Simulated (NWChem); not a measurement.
# One shape, several levels: C2H5N (SMILES CC[N])

We compute a comparison of 5 runs (UHF/STO-3G, UHF/3-21G, UTPSSh/6-31G, UB3LYP/6-31G*) of C2H5N. 

Program for the calculation: NWChem 7.3.0.

## 1. The molecule

C2H5N has 8 atoms, charge 0, and is taken as a triplet. SMILES: `CC[N]`. The shape is that of a GFN2-xTB optimisation.

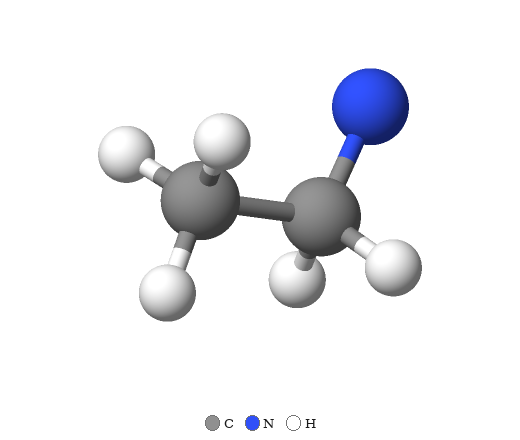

Viewed from a chosen angle; carbon grey, nitrogen blue, hydrogen white.

## 2. Energy and gradient at UHF/STO-3G (run 1)

The input, test.nw:

```
start test
memory total 2200 mb

geometry units angstrom noautosym nocenter noautoz
  C     -0.439950     0.588940    -0.300370
  C      0.398270    -0.575080     0.287330
  N      1.708190    -0.294140     0.439970
  H     -1.478720     0.282110    -0.385220
  H     -0.055790     0.854060    -1.281370
  H     -0.366560     1.454920     0.351490
  H      0.277100    -1.454920    -0.377620
  H     -0.042530    -0.855890     1.265800
end

basis "ao basis" spherical bse
  C library STO-3G
  N library STO-3G
  H library STO-3G
end

scf
  triplet
  uhf
  thresh 1e-08
  maxiter 80
end

task scf gradient
```

Command:

```
$ nwchem test.nw > test.out
```

What it wrote:

```text
[...]
  functions       =    20
[...]
  wavefunction    = UHF
[...]
         Total SCF energy =   -131.419382170687
      One electron energy =   -315.552426520419
      Two electron energy =    114.533197543230
 Nuclear repulsion energy =     69.599846806503
                       Sz =      1.0000
                 Sz(Sz+1) =      2.0000
                      S^2 =      2.0157
[...]
                         UHF ENERGY GRADIENTS
    atom               coordinates                        gradient
                 x          y          z           x          y          z
   1 C      -0.831385   1.112935  -0.567617   -0.005566  -0.000505  -0.000880
   2 C       0.752621  -1.086744   0.542975    0.160070   0.049312   0.013315
   3 N       3.228011  -0.555844   0.831423   -0.154016  -0.036014  -0.016828
   4 H      -2.794376   0.533111  -0.727960   -0.001017  -0.002055   0.000573
   5 H      -0.105428   1.613939  -2.421438    0.002658  -0.001344   0.000183
   6 H      -0.692698   2.749400   0.664220    0.002418  -0.000816   0.001545
   7 H       0.523643  -2.749400  -0.713598   -0.000645  -0.007414  -0.007477
   8 H      -0.080370  -1.617398   2.392015   -0.003902  -0.001162   0.009568
[...]
```

Run time: 1 s. Hardware: 1 thread of Intel Xeon 6975P-C (Granite Rapids), shared host; peak memory 0.1 GiB.

## 3. Energy and gradient at UHF/3-21G (run 2)

The input, input.nw:

```
start input
title "C2H5N"
memory total 2200 mb

geometry units bohr noautosym nocenter noautoz
  C  -0.83138501  1.11293530 -0.56761704
  C   0.75262122 -1.08674370  0.54297501
  N   3.22801127 -0.55584404  0.83142280
  H  -2.79437582  0.53311064 -0.72796030
  H  -0.10542782  1.61393949 -2.42143836
  H  -0.69269801  2.74940033  0.66421984
  H   0.52364311 -2.74940033 -0.71359838
  H  -0.08037005 -1.61739769  2.39201533
end

basis spherical bse
  C library 3-21G
  N library 3-21G
  H library 3-21G
end

scf
  triplet
  uhf
  thresh 1e-08
  maxiter 80
end

task scf gradient
```

Command:

```
$ nwchem input.nw > input.out
```

What it wrote:

```text
[...]
  functions       =    37
[...]
  wavefunction    = UHF
[...]
         Total SCF energy =   -132.293266718046
      One electron energy =   -315.700603483718
      Two electron energy =    113.807494981981
 Nuclear repulsion energy =     69.599841783691
                       Sz =      1.0000
                 Sz(Sz+1) =      2.0000
                      S^2 =      2.0198
[...]
                         UHF ENERGY GRADIENTS
    atom               coordinates                        gradient
                 x          y          z           x          y          z
   1 C      -0.831385   1.112935  -0.567617   -0.003477  -0.003271   0.000543
   2 C       0.752621  -1.086744   0.542975    0.088278   0.034674   0.004623
   3 N       3.228011  -0.555844   0.831423   -0.082243  -0.021450  -0.008159
   4 H      -2.794376   0.533111  -0.727960   -0.003083  -0.002141   0.000212
   5 H      -0.105428   1.613939  -2.421438    0.002717  -0.000386  -0.001975
   6 H      -0.692698   2.749400   0.664220    0.001886   0.001293   0.002486
   7 H       0.523643  -2.749400  -0.713598   -0.000375  -0.007527  -0.007529
   8 H      -0.080370  -1.617398   2.392015   -0.003703  -0.001191   0.009800
[...]
```

Run time: 1.3 s. Hardware: 1 thread of Intel Xeon 6975P-C (Granite Rapids), shared host; peak memory 0.099 GiB.

## 4. Energy and gradient at UTPSSh/6-31G (run 3)

The input, c2h5n.nw:

```
start c2h5n
title "C2H5N gradient"
memory 2200 mb
charge 0
geometry noautosym nocenter noautoz
C    -0.439950    0.588940   -0.300370
C     0.398270   -0.575080    0.287330
N     1.708190   -0.294140    0.439970
H    -1.478720    0.282110   -0.385220
H    -0.055790    0.854060   -1.281370
H    -0.366560    1.454920    0.351490
H     0.277100   -1.454920   -0.377620
H    -0.042530   -0.855890    1.265800
end
basis "ao basis" spherical bse
* library 6-31G
end
dft
xc xctpssh
mult 3
grid xfine
convergence energy 1e-08
maxiter 100
mulliken
end
task dft gradient
```

Command:

```
$ nwchem c2h5n.nw > c2h5n.out
```

What it wrote:

```text
[...]
          Wavefunction type:  spin polarized.
          No. of atoms     :     8
          No. of electrons :    24
[...]
          Charge           :     0
          Spin multiplicity:     3
[...]
          AO basis - number of functions:    37
[...]
              XC Information
              --------------
                  TPSS hybrid Method XC Functional
                     Hartree-Fock (Exact) Exchange  0.100
                  TPSS metaGGA Exchange Functional  0.900
             TPSS03 metaGGA Correlation Functional  1.000
[...]
 d= 0,ls=0.0,diis     1   -133.7835674084 -2.03D+02  1.26D-02  6.46D-02     2.2
[...]
 d= 0,ls=0.0,diis    10   -133.8399014064 -1.81D-09  1.02D-06  1.10D-09    20.3
[...]
         Total DFT energy =     -133.839901406376
      One electron energy =     -316.946265107534
           Coulomb energy =      133.126210677184
    Exchange-Corr. energy =      -19.619693782528
 Nuclear repulsion energy =       69.599846806503
[...]
      Total Density - Mulliken Population Analysis
     ---------------------------------------------
    Atom       Charge   Shell Charges
 -----------   ------   -------------------------------------------------------
    1 C    6     6.44   2.00  0.66  2.12  0.69  0.97
    2 C    6     6.28   2.00  0.69  2.16  0.62  0.82
    3 N    7     7.17   2.00  0.87  2.16  1.09  1.05
    4 H    1     0.84   0.54  0.29
    5 H    1     0.83   0.54  0.28
    6 H    1     0.83   0.54  0.28
    7 H    1     0.81   0.53  0.28
    8 H    1     0.81   0.53  0.28
[...]
      <S2> =      2.0074 (Exact =     2.0000)
[...]
  wavefunction    = open shell
[...]
```

It took 25 s on 1 thread of Intel Xeon 6975P-C (Granite Rapids), shared host; peak memory 0.13 GiB.

Run 4 isn't shown in full; the table further down has it.

## 5. Energy and gradient at UB3LYP/6-31G(d) (Cartesian functions) (run 5)

The input, work.nw:

```
start work
title "C2H5N"
memory stack 880 mb heap 220 mb global 1100 mb
charge 0

geometry units bohr noautosym nocenter noautoz
 C  -0.83138501  1.11293530 -0.56761704
 C   0.75262122 -1.08674370  0.54297501
 N   3.22801127 -0.55584404  0.83142280
 H  -2.79437582  0.53311064 -0.72796030
 H  -0.10542782  1.61393949 -2.42143836
 H  -0.69269801  2.74940033  0.66421984
 H   0.52364311 -2.74940033 -0.71359838
 H  -0.08037005 -1.61739769  2.39201533
end

basis
 * library 6-31G*
end

dft
 xc b3lyp
 mult 3
 grid xfine
 convergence energy 1e-08
 iterations 100
 mulliken
end

task dft gradient
```

Command:

```
$ nwchem work.nw > work.out
```

What it wrote:

```text
[...]
          Wavefunction type:  spin polarized.
          No. of atoms     :     8
          No. of electrons :    24
[...]
          Charge           :     0
          Spin multiplicity:     3
[...]
          AO basis - number of functions:    55
[...]
              XC Information
              --------------
                         B3LYP Method XC Potential
                     Hartree-Fock (Exact) Exchange  0.200
                        Slater Exchange Functional  0.800 local
                    Becke 1988 Exchange Functional  0.720 non-local
              Lee-Yang-Parr Correlation Functional  0.810
                  VWN I RPA Correlation Functional  0.190 local
[...]
 d= 0,ls=0.0,diis     1   -133.8068569967 -2.03D+02  6.72D-03  1.02D-01     2.4
[...]
 d= 0,ls=0.0,diis    10   -133.8642835198 -1.65D-09  4.76D-07  4.69D-10    23.5
[...]
         Total DFT energy =     -133.864283519768
      One electron energy =     -317.112190300036
           Coulomb energy =      133.236057014318
    Exchange-Corr. energy =      -19.587992017741
 Nuclear repulsion energy =       69.599841783691
[...]
      Total Density - Mulliken Population Analysis
     ---------------------------------------------
    Atom       Charge   Shell Charges
 -----------   ------   -------------------------------------------------------
    1 C    6     6.45   1.99  0.68  2.13  0.64  0.98  0.03
    2 C    6     6.16   1.99  0.69  2.13  0.53  0.77  0.04
    3 N    7     7.22   1.99  0.88  2.16  1.11  1.10 -0.03
    4 H    1     0.84   0.53  0.31
    5 H    1     0.83   0.53  0.30
    6 H    1     0.83   0.53  0.30
    7 H    1     0.83   0.52  0.31
    8 H    1     0.83   0.52  0.31
[...]
      <S2> =      2.0070 (Exact =     2.0000)
[...]
  wavefunction    = open shell
[...]
```

Wall time 27 s (1 thread of Intel Xeon 6975P-C (Granite Rapids), shared host); peak memory 0.14 GiB.

## 6. The series

```tsv
run	level	iteration cap	module	energy (Eh)	dipole moment (D)	HOMO energy (eV)	LUMO energy (eV)	wall time
1	UHF/STO-3G	80	scf	-131.419382	1.69	-10.27	8.88	1 s
2	UHF/3-21G	80	scf	-132.293267	2.27	-11.65	4.61	1.3 s
3	UTPSSh/6-31G	100	dft	-133.839901	2.43	-6.56	-1.95	25 s
4	UB3LYP/6-31G* (spherical functions)	100	dft	-133.860947	2.24	-7.03	-1.89	25 s
5	UB3LYP/6-31G* (Cartesian functions)	100	dft	-133.864284	2.24	-7.05	-1.91	27 s
```

## 7. Results

```
                                 quantity          value
                      run 5: total energy  -133.86428 Eh
                     run 5: dipole moment         2.24 D
run 5: HOMO energy (highest over α and β)       -7.05 eV
 run 5: LUMO energy (lowest over α and β)       -1.91 eV
                              run 5: ⟨S²⟩          2.007
          run 5: largest force on an atom     2.458 eV/Å
```

What this shows: The dipole moment (its size) runs from 1.69 D (UHF/STO-3G) to 2.43 D (UTPSSh/6-31G). The two ends differ in method and basis. Totals of different functionals can't be ranked against each other. In run 1 the basis is minimal, so the values are rough. All runs together took 80 s, the longest 27 s.
